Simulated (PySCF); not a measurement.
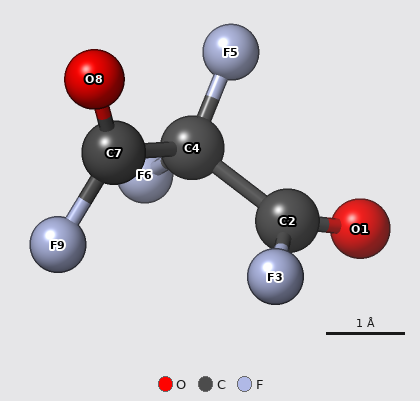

Figure 1. The input geometry of the first run (ball-and-stick view, seen at a tilt; atoms are numbered from 1 in the order of the input). Bond lengths as drawn: C–C 1.52 to 1.57 Å, C–F 1.27 to 1.39 Å and C–O 1.17 Å.

# C$_{3}$F$_{4}$O$_{2}$: a changed input and its effect

System: C$_{3}$F$_{4}$O$_{2}$.
Method of the first run: GIAO PBE0/pcSseg-1 NMR shielding, non-relativistic, gas phase (PySCF 2.14.0).

The geometry comes from this level: GFN2-xTB, MD frame at 250 fs, 400 K. Text and figures count atoms from 1; the logs count them from 0 in places.

### Input file, the first run
```
{"job": {"kind": "nmr", "xc": "PBE0", "basis": "pcSseg-1", "pop": false}, "charge": 0, "multiplicity": 1}
O     -2.066800    -1.469100     0.389200
C     -1.213600    -0.870200    -0.144100
F     -1.134300    -0.789300    -1.411100
C     -0.015400    -0.141800     0.552300
F     -0.552700     0.664400     1.481800
F      0.732300    -1.057300     1.213900
C      0.871600     0.606600    -0.436400
O      1.001800     1.772600    -0.382500
F      1.654300    -0.303800    -1.135700
```

The first line tells a small driver script what to run in PySCF; the rest is the geometry in Å.

Command:
```bash
OMP_NUM_THREADS=1 python <driver script> task.json out
```

Hardware: 1 CPU thread, shared host.

### Output (the first run)
```
coarse grid: 9776 points
cycle   1  E = -662.9081649747  dE =  1.959e+00  |g| = 1.466e+00  |ddm| = 2.850e+00
cycle   2  E = -661.4038286212  dE =  1.504e+00  |g| = 3.277e+00  |ddm| = 2.583e+00
cycle   3  E = -663.2824285345  dE = -1.879e+00  |g| = 3.361e-01  |ddm| = 1.947e+00
cycle   4  E = -663.2939131261  dE = -1.148e-02  |g| = 2.084e-01  |ddm| = 2.912e-01
cycle   5  E = -663.3006834450  dE = -6.770e-03  |g| = 2.241e-02  |ddm| = 1.051e-01
cycle   6  E = -663.3007428601  dE = -5.942e-05  |g| = 1.452e-02  |ddm| = 1.898e-02
cycle   7  E = -663.3007764183  dE = -3.356e-05  |g| = 3.284e-03  |ddm| = 8.369e-03
cycle   8  E = -663.3007781189  dE = -1.701e-06  |g| = 1.334e-03  |ddm| = 2.308e-03
final grid: 102456 points
cycle   9  E = -663.4004915284  dE = -1.512e-05  |g| = 1.490e-02  |ddm| = 2.008e-02
cycle  10  E = -663.4003660589  dE =  1.255e-04  |g| = 3.056e-02  |ddm| = 2.282e-02
cycle  11  E = -663.4005288895  dE = -1.628e-04  |g| = 2.072e-03  |ddm| = 1.591e-02
cycle  12  E = -663.4005295666  dE = -6.770e-07  |g| = 2.734e-04  |ddm| = 1.199e-03
cycle  13  E = -663.4005295763  dE = -9.727e-09  |g| = 1.152e-04  |ddm| = 2.200e-04
cycle  14  E = -663.4005295780  dE = -1.734e-09  |g| = 6.334e-05  |ddm| = 9.174e-05
cycle  15  E = -663.4005295787  dE = -6.785e-10  |g| = 1.413e-05  |ddm| = 3.933e-05
converged SCF energy = -663.4005295787

GIAO shielding tensors (ppm)
atom      isotropic    diamagn.    paramagn.     s11        s22        s33       span
  0 O     -112.136     397.003    -509.139   -359.198   -250.993    273.781    632.979
  1 C       29.207     249.400    -220.193    -89.243     59.073    117.791    207.034
  2 F      151.063     474.293    -323.230    -44.345    241.570    255.962    300.307
  3 C       75.063     241.594    -166.531     55.772     79.559     89.858     34.085
  4 F      287.363     471.026    -183.664    205.120    322.795    334.174    129.054
  5 F      283.597     471.000    -187.403    178.857    327.430    344.502    165.645
  6 C       21.357     252.593    -231.236   -100.750     43.328    121.494    222.243
  7 O     -158.563     397.765    -556.327   -477.557   -263.172    265.041    742.598
  8 F      120.219     474.823    -354.604   -140.648    206.931    294.375    435.023
```

The input of the second run differs as follows (lines with − go, lines with + come):
```diff
-O     -2.066800    -1.469100     0.389200
-C     -1.213600    -0.870200    -0.144100
-F     -1.134300    -0.789300    -1.411100
-C     -0.015400    -0.141800     0.552300
-F     -0.552700     0.664400     1.481800
-F      0.732300    -1.057300     1.213900
-C      0.871600     0.606600    -0.436400
-O      1.001800     1.772600    -0.382500
-F      1.654300    -0.303800    -1.135700
+O     -2.568200    -1.081700     0.841000
+C     -1.635700    -0.718000     0.231900
+F     -1.682500    -0.502400    -1.111500
+C     -0.127200    -0.427700     0.737100
+F     -0.232200     0.453800     1.734600
+F      0.369000    -1.543500     1.275400
+C      0.856400     0.338200    -0.271000
+O      0.749200     1.410500    -0.640600
+F      1.976300    -0.390000    -0.472000
```

Predict how the results change.

With the same method and basis, the second run lies 1.4 kcal/mol higher. The HOMO goes from −9.83 to −9.97 eV. The LUMO goes from −2.42 to −2.18 eV. The dipole moment goes from 0.84 to 0.72 D. Of all shieldings, the largest change is that of O8, by +73.1 ppm. The number of SCF iterations is the same.

### Output (the second run)
```
coarse grid: 9776 points
cycle   1  E = -662.9066914332  dE =  1.854e+00  |g| = 1.465e+00  |ddm| = 2.836e+00
cycle   2  E = -661.4317640850  dE =  1.475e+00  |g| = 3.266e+00  |ddm| = 2.569e+00
cycle   3  E = -663.2796821256  dE = -1.848e+00  |g| = 3.223e-01  |ddm| = 1.943e+00
cycle   4  E = -663.2892360285  dE = -9.554e-03  |g| = 2.161e-01  |ddm| = 2.867e-01
cycle   5  E = -663.2965943046  dE = -7.358e-03  |g| = 2.637e-02  |ddm| = 1.118e-01
cycle   6  E = -663.2966838106  dE = -8.951e-05  |g| = 1.609e-02  |ddm| = 2.338e-02
cycle   7  E = -663.2967262842  dE = -4.247e-05  |g| = 4.049e-03  |ddm| = 9.698e-03
cycle   8  E = -663.2967290661  dE = -2.782e-06  |g| = 9.625e-04  |ddm| = 2.730e-03
final grid: 102456 points
cycle   9  E = -663.3982325630  dE = -1.961e-05  |g| = 1.463e-02  |ddm| = 1.946e-02
cycle  10  E = -663.3981236912  dE =  1.089e-04  |g| = 2.884e-02  |ddm| = 2.203e-02
cycle  11  E = -663.3982685250  dE = -1.448e-04  |g| = 2.176e-03  |ddm| = 1.513e-02
cycle  12  E = -663.3982692689  dE = -7.439e-07  |g| = 2.469e-04  |ddm| = 1.273e-03
cycle  13  E = -663.3982692751  dE = -6.207e-09  |g| = 1.501e-04  |ddm| = 2.049e-04
cycle  14  E = -663.3982692786  dE = -3.465e-09  |g| = 5.072e-05  |ddm| = 9.972e-05
cycle  15  E = -663.3982692790  dE = -4.065e-10  |g| = 1.508e-05  |ddm| = 3.273e-05
converged SCF energy = -663.3982692790

GIAO shielding tensors (ppm)
atom      isotropic    diamagn.    paramagn.     s11        s22        s33       span
  0 O     -109.797     395.881    -505.678   -339.398   -240.346    250.352    589.749
  1 C       26.962     249.953    -222.991    -91.976     44.858    128.005    219.981
  2 F      110.964     476.001    -365.037   -126.339    188.748    270.483    396.822
  3 C       69.818     241.596    -171.778     53.122     72.497     83.834     30.712
  4 F      279.830     471.119    -191.288    191.221    319.415    328.855    137.634
  5 F      287.733     469.418    -181.685    207.526    318.658    337.015    129.489
  6 C       33.432     251.127    -217.695    -80.761     48.161    132.896    213.657
  7 O      -85.471     399.391    -484.862   -306.748   -213.644    263.978    570.726
  8 F      134.387     474.204    -339.816   -106.919    223.211    286.870    393.789
```

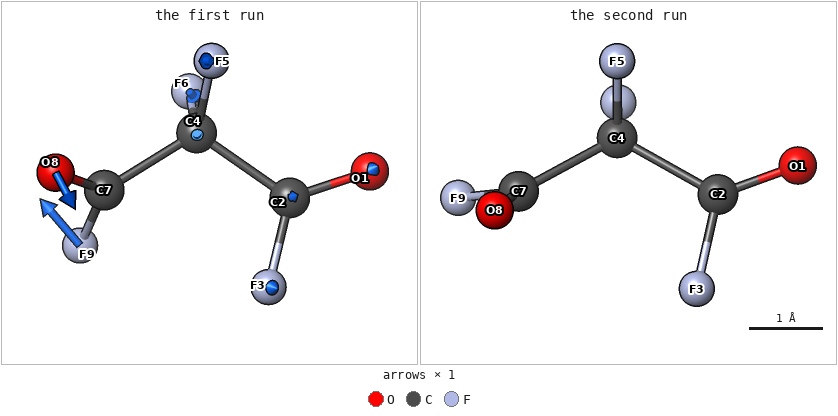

Figure 2. The two input geometries at one scale (ball-and-stick view, seen at an oblique angle). The blue arrows on the first give the shifts of the atoms after the best rigid fit, at true length. The atom that moves furthest after the best rigid fit is F9 (0.87 Å). Largest moves by element: F 0.87 Å, O 0.60 Å, C 0.17 Å. Among the contacts that change: C2–F3 1.272 → 1.361 Å, C4–C7 1.525 → 1.603 Å, C2–C4 1.566 → 1.617 Å, C7–F9 1.389 → 1.351 Å.

### The two runs side by side

| quantity | the first run | the second run |
| --- | --- | --- |
| outcome | converged | converged |
| total energy (hartree) | −663.400530 | −663.398269 |
| HOMO (eV) | −9.83 | −9.97 |
| LUMO (eV) | −2.42 | −2.18 |
| dipole moment (D) | 0.84 | 0.72 |
| shielding of F3 (ppm) | 151.1 | 111.0 |
| shielding of C4 (ppm) | 75.1 | 69.8 |
| shielding of F5 (ppm) | 287.4 | 279.8 |
| shielding of F6 (ppm) | 283.6 | 287.7 |
| shielding of C7 (ppm) | 21.4 | 33.4 |
| shielding of O8 (ppm) | −158.6 | −85.5 |
| shielding of F9 (ppm) | 120.2 | 134.4 |
| SCF iterations | 15 | 15 |
| basis functions | 153 | 153 |
| wall time (shared host) | 42 s | 39 s |
